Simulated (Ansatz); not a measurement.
# TiSeS monolayer, Janus: the cell at rest

Wanted: the relaxed cell of TiSeS monolayer, Janus.

Calculated with Ansatz 0.2.0; DFT PBEsol, scalar-relativistic, plane waves, PAW.

### Step 1. Set-up

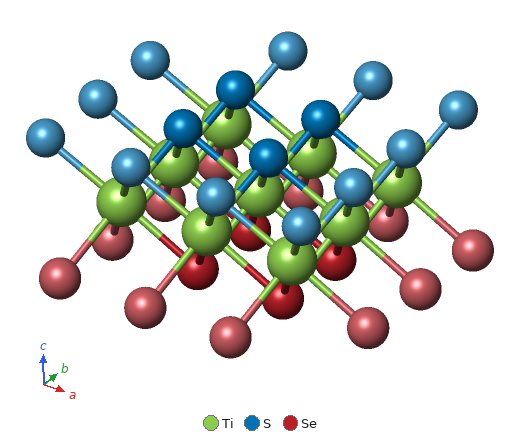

Start, viewed slightly off an axis; titanium green, sulfur blue, selenium red. 2×2×1 cells are drawn. Some periodic images of atoms are drawn too.

The cell holds 3 atoms: 1 Ti, 1 S and 1 Se. Its edges and angles: a = 3.500 Å, b = 3.500 Å, c = 20.000 Å, α = 90.0°, β = 90.0°, γ = 120.0°. Vacuum lies along c.

### Step 2. Probe on a coarse mesh

A quick single point on a coarse mesh tells whether the cell has a gap and how far it is from rest, which sets the k mesh and smearing that follow.

The program solves this slab on a cell height of its own, 30.0 Å, in place of the one typed.

Input file input.yaml:

```yaml
crystal:
  lattice:
    - [3.5, 0.0, 0.0]
    - [-1.75, 3.03109, 0.0]
    - [0.0, 0.0, 20.0]
  atoms:
    - { symbol: Ti, position: [0.0, 0.0, 0.5] }
    - { symbol: S, position: [0.333333, 0.666667, 0.575] }
    - { symbol: Se, position: [0.666667, 0.333333, 0.42] }
  periodic: [true, true, false]
kpoints:
  mp_grid: { grid: [6, 6, 1] }
hamiltonian:
  xc: pbesol
scf:
  occupations: { method: gaussian, width: 0.1 }
output:
  forces: true
  stress: true
  eigenvalues: true
```

Run with:

```
$ ansatz run input.yaml --threads 8 --pin off --max-ram 14336MiB --backend cpu --events-out ev --progress --plain --runs-dir out
```

Numbers of over 12 decimals in the logs are rounded to 6 here.

The log of the run:

```text
[...]
--- Band table (eV; the first three rows and the last of 7) ---
  k-point 0: bands = [... 13 lower, -7.8273, -7.1075, -5.3265, -5.3265, -5.1552, -5.1552, -4.8349, -2.3332]
  k-point 1: bands = [... 13 lower, -7.7711, -7.2311, -6.6588, -6.2082, -5.1601, -4.4108, -4.3139, -3.0842]
  k-point 2: bands = [... 13 lower, -8.6676, -7.8273, -7.1388, -6.6745, -5.5257, -4.2284, -4.0131, -2.6782]
  k-point 6: bands = [... 13 lower, -9.4007, -8.2589, -7.9170, -7.9081, -4.4741, -4.2505, -4.2006, -2.8511]
[key lines of the parts left out:]
SCF converged after 8 iterations
Free energy (F): -8786.481098 eV
Fermi energy:    -5.661074 eV
P = ½ c Tr σ = -4.4314 N/m
```

Wall time 1.5 s (8 threads of Arm Neoverse V1, shared host); peak memory 0.67 GiB.

Numbers from this step:

```yaml
gap_on_the_k_mesh: 0 eV
area_per_atom: 3.536 Å²
```

The coarse mesh shows no gap.

### Step 3. Rough relaxation

The start is far from rest, so a relaxation with loose tolerances brings it close first.

The program solves this slab on a cell height of its own, 30.0 Å, in place of the one typed.

input.yaml: that of step 2 with these lines changed.

```diff
@@ -20 +20,6 @@
   eigenvalues: true
+relax:
+  adjacent_minimum: "off"
+  f_tol: 0.05
+  max_steps: 80
+  cell: { stress_2d_tol: 0.02 }
```

The log of the run:

```text
[...]
Crystal: 3 atoms, lattice volume = 318.264 Å³
Basis set: ecut = 420 eV, 6215 PW (Γ), exchange–correlation on 48×48×432 points (8 copies of the dense FFT grid, shifted against one another)
Bands: 21, of which v1, the nominal top of the filled ones, is band 17 counted from 1 (16 counted from 0)
Symmetry: 6 space group operations
[...]
F+E_penalty+E_count = -8786.68747666 eV   max|allowed force component| = 3.010e-4 eV/Å   (the final SCF, on the basis selected at the relaxed cell)
  cell:  # Å, volume = 301.2425 Å³
    - [3.405118, 0.0, 0]
    - [-1.702559, 2.948919, 0]
    - [0, 0, 30.0]
  atoms:
    - { symbol: Ti, position: [2.180174093918891e-18, 0, 0.335317] }
    - { symbol: S, position: [0.333333, 0.666667, 0.380284] }
    - { symbol: Se, position: [0.666667, 0.333333, 0.281066] }
[key lines of the parts left out:]
SCF converged after 7 iterations
Free energy (F): -8786.687477 eV
Fermi energy:    -5.465946 eV
P = ½ c Tr σ = 0.0005 N/m
```

Wall time 5.7 s (8 threads); peak memory 0.71 GiB; 38 s of CPU time.

The steps of the relaxation:

| step | energy less that of the first step (eV) | largest force component (eV/Å) | volume (Å³) |
| --- | --- | --- | --- |
| 1 | 0.0000 | 1.5798 | 318.26 |
| 2 | -0.1647 | 0.7428 | 309.39 |
| 3 | -0.2065 | 0.0344 | 301.85 |
| 4 | -0.2066 | 0.0075 | 301.14 |
| 5 | -0.2066 | 0.0003 | 301.24 |
| 6* | -0.2064 | 0.0003 | 301.24 |

Relaxation steps marked * repeat the geometry before them on a plane-wave basis chosen anew for their cell, so energy and pressure can jump there.

The run keeps the 6 symmetry operations that it works with, so distortions that break them were not tested.

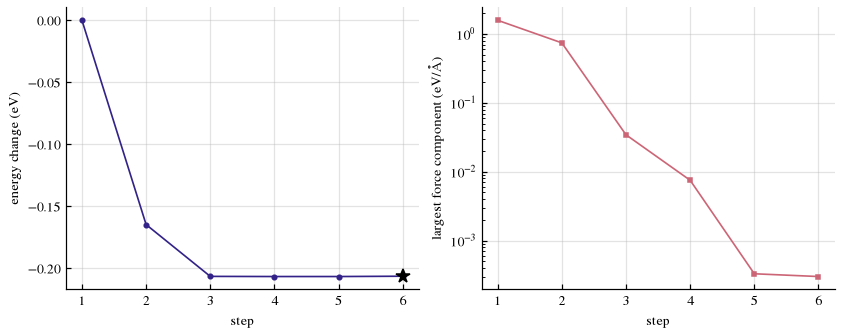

Energy and largest force along the relaxation. Stars mark steps on a basis chosen anew.

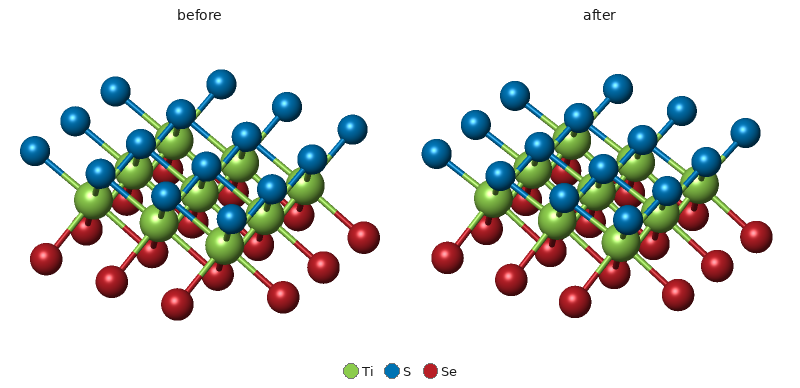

The structure before and after the relaxation, drawn at the same scale.

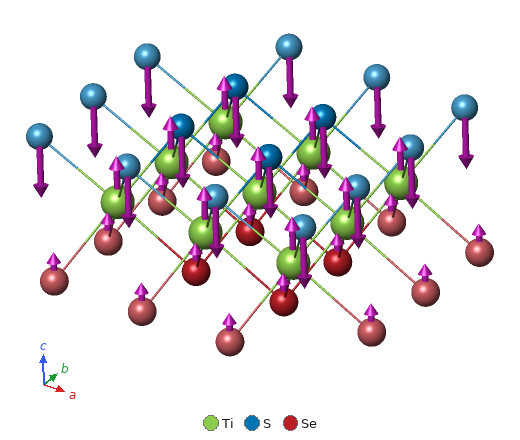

Displacements in the relaxation, exaggerated, measured against the changing cell; the longest in the cell stands for 0.09 Å. 2×2×1 cells are drawn. Some periodic images of atoms are drawn too.

| cell as run | before | after | change |
| --- | --- | --- | --- |
| a (Å) | 3.500 | 3.405 | -2.7 % |
| b (Å) | 3.500 | 3.405 | -2.7 % |

The atoms that moved most (Å, along periodic axes as changes of fractional coordinates times the final cell, across vacuum about the mean position):

| atom | dx | dy | dz | length |
| --- | --- | --- | --- | --- |
| S2 | 0.000 | 0.000 | -0.091 | 0.091 |
| Ti1 | 0.000 | 0.000 | 0.060 | 0.060 |
| Se3 | 0.000 | 0.000 | 0.032 | 0.032 |

Final coordinates:

```
Ti S Se
1.0
     3.40512    0.00000    0.00000
    -1.70256    2.94892    0.00000
     0.00000    0.00000   30.00000
Ti S Se
1 1 1
Direct
  0.00000 0.00000 0.33532
  0.33333 0.66667 0.38028
  0.66667 0.33333 0.28107
```

Numbers from this step:

| Item | Value |
| --- | --- |
| area per atom | 3.347 Å² |

The relaxation ends with a largest force component of 3.0e-4 eV/Å.

### Step 4. Relaxation

The cell and atoms are relaxed, since residual forces and stress would shift the frequencies.

Input file input.yaml:

```yaml
crystal:
  lattice:
    - [3.4051179604, 0.0, 0.0]
    - [-1.7025589802, 2.9489186566, 0.0]
    - [0.0, 0.0, 30.0]
  atoms:
    - { symbol: Ti, position: [0.0, 0.0, 0.33531741] }
    - { symbol: S, position: [0.3333333333, 0.6666666667, 0.3802835032] }
    - { symbol: Se, position: [0.6666666667, 0.3333333333, 0.2810657535] }
  periodic: [true, true, false]
kpoints:
  mp_grid: { grid: [15, 15, 1] }
hamiltonian:
  xc: pbesol
scf:
  occupations: { method: gaussian, width: 0.1 }
output:
  forces: true
  stress: true
  eigenvalues: true
  write_density: true
  write_potential: true
  elf: true
  volumetric_format: npy
relax:
  adjacent_minimum: "off"
  f_tol: 0.005
  max_steps: 80
  cell: { stress_2d_tol: 0.02 }
```

The log of the run:

```text
[...]
Crystal: 3 atoms, lattice volume = 301.242 Å³
Basis set: ecut = 420 eV, 5909 PW (Γ), exchange–correlation on 48×48×432 points (8 copies of the dense FFT grid, shifted against one another)
Bands: 21, of which v1, the nominal top of the filled ones, is band 17 counted from 1 (16 counted from 0)
[... 1 set-up line as in the run before ...]
[...]
k-points: 27 of 225 (time reversal used)
[...]
SCF iter   1: F=—  HF=-8786.715135 eV  |F-HF|=—  |Δ(HF+E_count)|=         —  Δρ=3.08e-3  dr2=2.29e-1  ethr=1.77e-3  ⟨swp⟩=10.9  Hψ=3805  notcnv=0
[...]
SCF iter   7: F=-8786.694501 eV  HF=-8786.694501 eV  |F-HF|=9.29e-8  |Δ(HF+E_count)|=   1.42e-6  Δρ=4.57e-6  dr2=8.97e-8  ethr=2.94e-10  ⟨swp⟩=18.7  Hψ=5848  notcnv=0
SCF 1 converged in 7 iterations: F = -8786.694501 eV  dr2 = 8.97e-8
[...]
relax step   1: F+E_penalty+E_count = -8786.69450144 eV  Δ(F+E_penalty+E_count) = +0.000e0 eV  max|allowed force component| = 1.770e-2 eV/Å  Δτ_max = 0.0000 Å  P = +0.053 N/m  Ω = 301.242 Å³  fix = [c, alpha, beta]  reactions: c +0.000 N/m  (7 SCF iters, dr2 threshold 1.00e-7 eV, accepted)
Crystal: 3 atoms, lattice volume = 301.870 Å³
[...]
SCF iter   6: F=-8786.694575 eV  HF=-8786.694575 eV  |F-HF|=6.73e-9  |Δ(HF+E_count)|=   5.20e-9  Δρ=5.59e-7  dr2=1.25e-9  ethr=5.76e-11  ⟨swp⟩=16.4  Hψ=5098  notcnv=0
SCF 2 converged in 6 iterations: F = -8786.694575 eV  dr2 = 1.25e-9
relax step   2: F+E_penalty+E_count = -8786.69457481 eV  Δ(F+E_penalty+E_count) = -7.337e-5 eV  max|allowed force component| = 1.546e-2 eV/Å  Δτ_max = 0.0043 Å  P = +0.041 N/m  Ω = 301.870 Å³  energy of the carried Pulay correction = -1.024e-5 eV  fix = [c, alpha, beta]  reactions: c +0.000 N/m  (6 SCF iters, dr2 threshold 1.96e-8 eV, accepted)
Crystal: 3 atoms, lattice volume = 301.889 Å³
[...]
SCF iter   4: F=-8786.694588 eV  HF=-8786.694588 eV  |F-HF|=1.49e-9  |Δ(HF+E_count)|=   9.80e-8  Δρ=1.25e-6  dr2=1.09e-8  ethr=4.39e-11  ⟨swp⟩=15.2  Hψ=5916  notcnv=0
SCF 3 converged in 4 iterations: F = -8786.694588 eV  dr2 = 1.09e-8
relax step   3: F+E_penalty+E_count = -8786.69458787 eV  Δ(F+E_penalty+E_count) = -1.306e-5 eV  max|allowed force component| = 3.626e-3 eV/Å  Δτ_max = 0.0009 Å  P = +0.016 N/m  Ω = 301.889 Å³  energy of the carried Pulay correction = -1.055e-5 eV  fix = [c, alpha, beta]  reactions: c +0.000 N/m  (4 SCF iters, dr2 threshold 1.49e-8 eV, accepted)
[...]
SCF iter   7: F=-8786.694598 eV  HF=-8786.694598 eV  |F-HF|=7.29e-10  |Δ(HF+E_count)|=  6.00e-10  Δρ=1.49e-8  dr2=7.85e-13  ethr=1.00e-12  ⟨swp⟩=11.4  Hψ=3677  notcnv=0
SCF 4 converged in 7 iterations: F = -8786.694598 eV  dr2 = 7.85e-13
relax step   4: F+E_penalty+E_count = -8786.69459752 eV  Δ(F+E_penalty+E_count) = -9.641e-6 eV  max|allowed force component| = 3.611e-3 eV/Å  Δτ_max = 0.0000 Å  P = +0.016 N/m  Ω = 301.889 Å³  fix = [c, alpha, beta]  reactions: c +0.000 N/m  stress off target by 1.59e-2 N/m on what of the cell is left free  SCF on the basis re-selected at this cell (its energy is not comparable with the rows above)  (7 SCF iters)
basis re-selected at this cell: Δ(F+E_penalty+E_count) = -9.641e-6 eV, ΔP = -0.000 N/m vs the last step (what re-selecting the basis moved, of the pressure what is left beyond the Pulay correction that the steps carried, after the strain that the cell walked since its last selection, with what the two solves' SCF thresholds leave and, on support functions, any second-order correction that the steps lacked; it is no m [...]
SCF converged after 7 iterations
Free energy (F): -8786.694598 eV
[...]
Internal energy: -8786.690048 eV  (E = F + TS)
E sigma→0 (E₀):  -8786.692323 eV
Entropy (-TS):   -0.004550 eV (-1.517 meV/atom)
Fermi energy:    -5.444611 eV
[...]
--- Forces (eV/Å), atoms counted from 1 ---
  atom   1  Ti    -0.00000000     0.00000000     0.00252833
  atom   2  S      0.00000000     0.00000000     0.00108265
  atom   3  Se    -0.00000000    -0.00000000    -0.00361065
  max |Σ_I F_I| component: 3.37e-7 eV/Å
--- 2D stress c σ (N/m, compression-positive) ---
        0.015884      -0.000000      -0.000000
       -0.000000       0.015884      -0.000000
       -0.000000      -0.000000       0.000000
  P = ½ c Tr σ = 0.0159 N/m
--- Band table (eV; the first three rows and the last of 27) ---
  k-point 0: bands = [... 13 lower, -8.1093, -7.1111, -4.9806, -4.9806, -4.9345, -4.9345, -4.4503, -1.7000]
  k-point 1: bands = [... 13 lower, -8.0953, -6.9459, -5.6216, -5.4052, -4.7833, -4.5266, -4.2512, -1.9618]
  k-point 2: bands = [... 13 lower, -8.0616, -6.7743, -6.4763, -5.8158, -4.8438, -4.1732, -4.0167, -2.4060]
  k-point 26: bands = [... 13 lower, -9.6088, -8.3110, -7.9623, -7.8267, -4.2318, -3.9421, -3.8445, -2.3709]
--- Relaxed structure (3 steps of the walk, 3 accepted, 1 SCFs on fresh bases) ---
[...]
cell:  # Å, volume = 301.8892 Å³
    - [3.408771, 0.0, 0]
    - [-1.704386, 2.952082, 0]
    - [0, 0, 30.0]
  atoms:
    - { symbol: Ti, position: [0, 0, 0.335316] }
    - { symbol: S, position: [0.333333, 0.666667, 0.380170] }
    - { symbol: Se, position: [0.666667, 0.333333, 0.281181] }
```

Wall time 12 s (8 threads); peak memory 0.84 GiB; 84 s of CPU time.

Relaxation path:

| step | energy less that of the first step (eV) | largest force component (eV/Å) | volume (Å³) |
| --- | --- | --- | --- |
| 1 | 0.0000 | 0.0177 | 301.24 |
| 2 | -0.0001 | 0.0155 | 301.87 |
| 3 | -0.0001 | 0.0036 | 301.89 |
| 4* | -0.0001 | 0.0036 | 301.89 |

Relaxation steps marked * repeat the geometry before them on a plane-wave basis chosen anew for their cell, so energy and pressure can jump there.

Forces are held to the 6 operations that the run works with; a distortion that breaks them can't arise in this run.

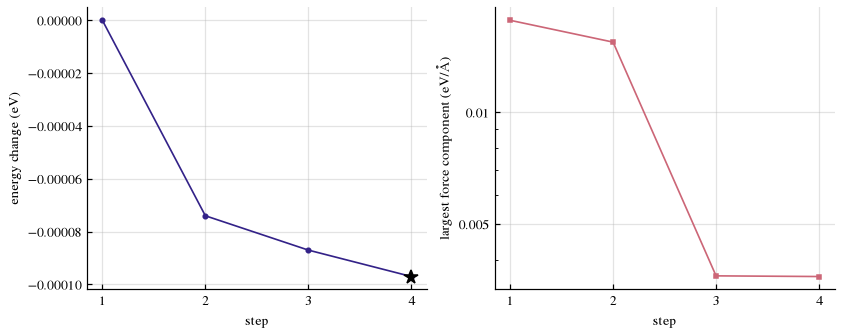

Energy and largest force along the relaxation. Stars mark steps on a basis chosen anew.

| cell as run | before | after | change |
| --- | --- | --- | --- |
| a (Å) | 3.405 | 3.409 | +0.1 % |
| b (Å) | 3.405 | 3.409 | +0.1 % |

Final coordinates:

```xyz
3
Lattice="3.4088 0.0000 0.0000 -1.7044 2.9521 0.0000 0.0000 0.0000 30.0000" Properties=species:S:1:pos:R:3
Ti    0.0000    0.0000   10.0595
S     0.0000    1.9681   11.4051
Se    1.7044    0.9840    8.4354
```

Numbers from this step:

* area per atom: 3.354 Å²

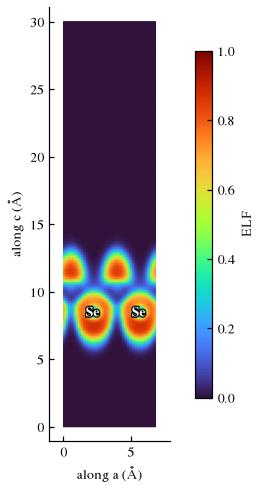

ELF in the ac plane at fractional y = 0.333, with atoms of Se within 0.2 Å of it. It is the smooth field of the valence electrons, not physical close to the nuclei.

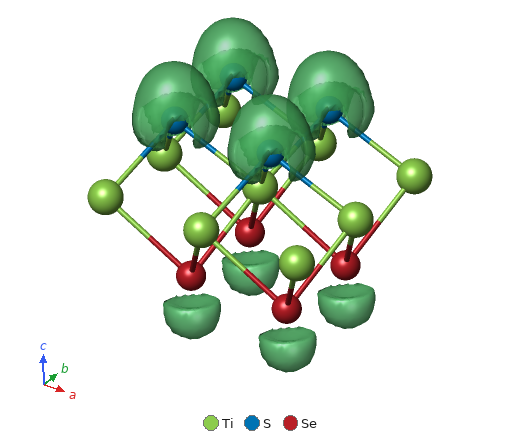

Surface of ELF = 0.84. 2×2×1 cells are drawn.

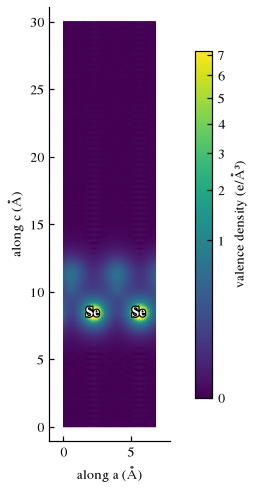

Valence density in the ac plane at fractional y = 0.333, with atoms of Se within 0.2 Å of it. It is the smooth field of the valence electrons, not physical close to the nuclei. The colour scale is stretched toward low values.

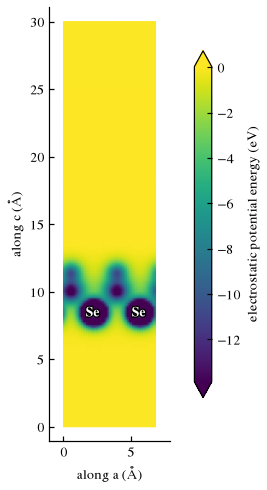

Electrostatic potential energy in the ac plane at fractional y = 0.333, with atoms of Se within 0.2 Å of it. With pseudopotentials it is smooth inside the atoms' cores, unlike the true potential.

### Step 5. Relaxing to small forces for the phonons

Phonons need a cell at rest on their own settings, so the relaxation is repeated with tight tolerances on forces and stress on the k mesh and occupations of the first response run.

input.yaml, the sections that differ from step 4:

```yaml
crystal:
  lattice:
    - [3.4087711606, 0.0, 0.0]
    - [-1.7043855803, 2.9520824208, 0.0]
    - [0.0, 0.0, 30.0]
  atoms:
    - { symbol: Ti, position: [0.0, 0.0, 0.3353158437] }
    - { symbol: S, position: [0.3333333333, 0.6666666667, 0.380169963] }
    - { symbol: Se, position: [0.6666666667, 0.3333333333, 0.28118086] }
  periodic: [true, true, false]
kpoints:
  mp_grid: { grid: [18, 18, 1] }
scf:
  occupations: { method: methfessel_paxton, width: 0.15 }
relax:
  adjacent_minimum: "off"
  f_tol: 0.001
  max_steps: 60
  cell: { stress_2d_tol: 0.002 }
# hamiltonian, output: as in step 4
```

The log of the run:

```text
[...]
Crystal: 3 atoms, lattice volume = 301.889 Å³
Basis set: ecut = 420 eV, 5909 PW (Γ), exchange–correlation on 48×48×432 points (8 copies of the dense FFT grid, shifted against one another)
Bands: 21, of which v1, the nominal top of the filled ones, is band 17 counted from 1 (16 counted from 0)
[... 1 set-up line as in the run before ...]
[...]
k-points: 37 of 324 (time reversal used)
[...]
k-point 36: bands = [... 13 lower, -9.6069, -8.3084, -7.9614, -7.8250, -4.2370, -3.9445, -3.8454, -2.3742]
--- Relaxed structure (3 steps of the walk, 3 accepted, 1 SCFs on fresh bases) ---
[...]
cell:  # Å, volume = 302.1155 Å³
    - [3.410048, 0.0, 0]
    - [-1.705024, 2.953188, 0]
    - [0, 0, 30.0]
  atoms:
    - { symbol: Ti, position: [0, 0, 0.335317] }
    - { symbol: S, position: [0.333333, 0.666667, 0.380141] }
    - { symbol: Se, position: [0.666667, 0.333333, 0.281208] }
[key lines of the parts left out:]
SCF converged after 8 iterations
Free energy (F): -8786.691865 eV
Fermi energy:    -5.422875 eV
P = ½ c Tr σ = 0.0014 N/m
```

The job ended after 15 s (8 threads; peak memory 0.9 GiB; 1.8 min of CPU time).

Little changed from the start: no atom moved by 0.005 Å and no cell edge by 0.1 %.

Numbers from this step:

```
area per atom : 3.357 Å²
```

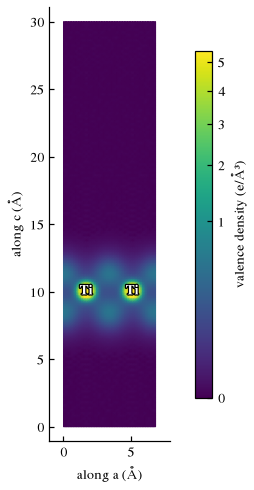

Valence density in the ac plane at fractional y = 0.000, with atoms of Ti within 0.2 Å of it. It is the smooth field of the valence electrons, not physical close to the nuclei. The map starts off the cell's origin, so that atoms lie inside it. The colour scale is stretched toward low values.

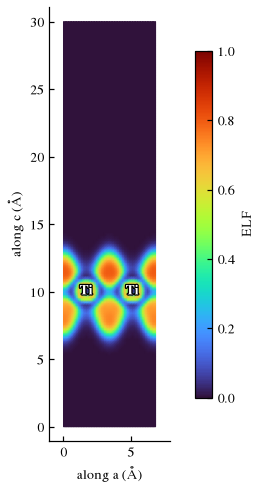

ELF in the ac plane at fractional y = 0.000, with atoms of Ti within 0.2 Å of it. It is the smooth field of the valence electrons, not physical close to the nuclei. The map starts off the cell's origin, so that atoms lie inside it.

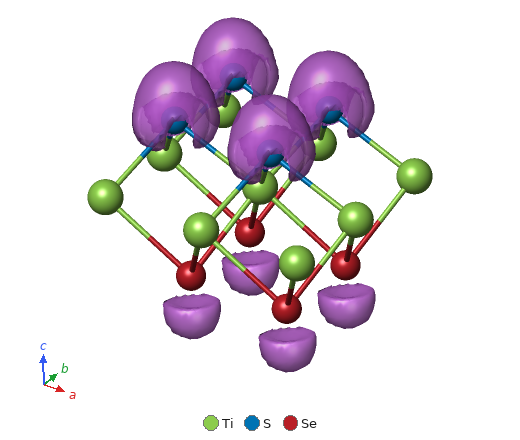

Surface of ELF = 0.84. 2×2×1 cells are drawn.

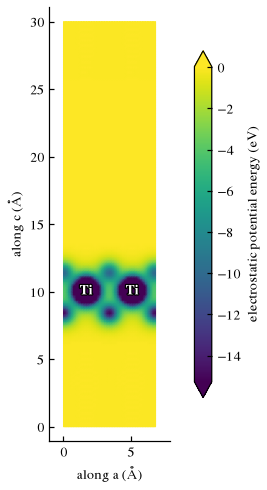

Electrostatic potential energy in the ac plane at fractional y = 0.000, with atoms of Ti within 0.2 Å of it. With pseudopotentials it is smooth inside the atoms' cores, unlike the true potential. The map starts off the cell's origin, so that atoms lie inside it.

The largest force component left is 0.39 meV/Å, within the tolerances set.

### Step 6. Results

```yaml
space_group_after_relaxation_within_0p01_a: P3m1
lattice_constant_a: 3.410 Å
lattice_constant_b: 3.410 Å
area_per_atom: 3.36 Å²
```

What this shows: The largest force component left is 0.39 meV/Å, within the tolerances set. The relaxation keeps the symmetry of its start, so it says nothing on stability against lower symmetry. The starting cell was built on a prototype and not taken from a measurement.

[Logs are printed without paths, hosts, clocks, repeated set-up lines and the standing remarks that a program may print on its own settings, such as how far it seeks lower states.]

[Hosts, paths, dates, database ids (printed as entryN), source tags and the programs' standing remarks are cut or masked in the printed files.]
